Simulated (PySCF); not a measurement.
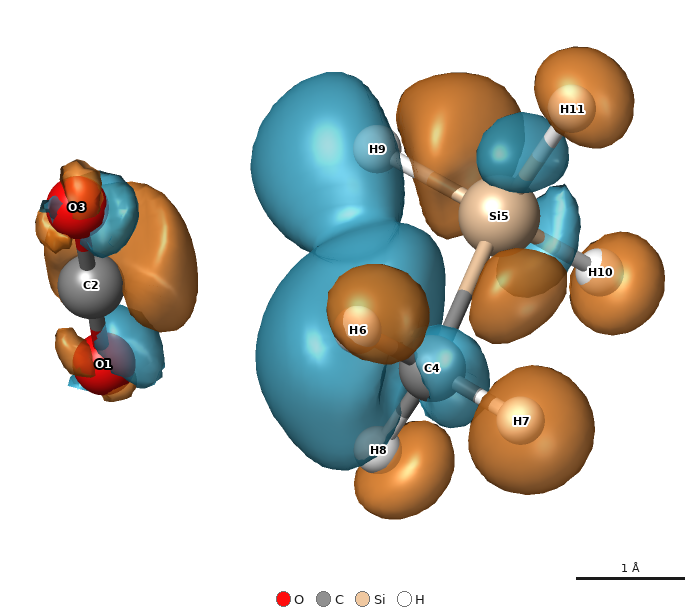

*C2H6O2Si, SMILES `O=C=O.C[SiH3]`. Density of the complex less the densities of the two fragments at the same geometry, ±0.0008 e/Å³ (light blue: gain, orange: loss). Fragment A: CO2 (atoms 1–3); fragment B: SiH6C.*

Computed with PySCF, PBE0/6-311+G**, geometry: GFN2-xTB.

> Which way does charge flow?

Hirshfeld charges show almost no net transfer (under 0.005 e). 0.02 e is displaced in all, which induces a dipole of 0.15 D.

> What is the interaction energy, and which contacts carry it?

The counterpoise-corrected interaction energy of the frozen fragments is −0.2 kcal/mol without dispersion correction and −1.6 kcal/mol with D3(BJ). The pair geometry is semi-empirical, not a minimum at this level. Contacts: C2···H9, 3.03 Å, ρ = 0.004 a.u.; O1···H8, 3.01 Å, ρ = 0.004 a.u., a bond path close to vanishing (ellipticity 1.6); O3···H6, 3.01 Å, ρ = 0.004 a.u., a bond path close to vanishing (ellipticity 1.6). The pose is a local one from a semi-empirical search, not shown to be the most stable.
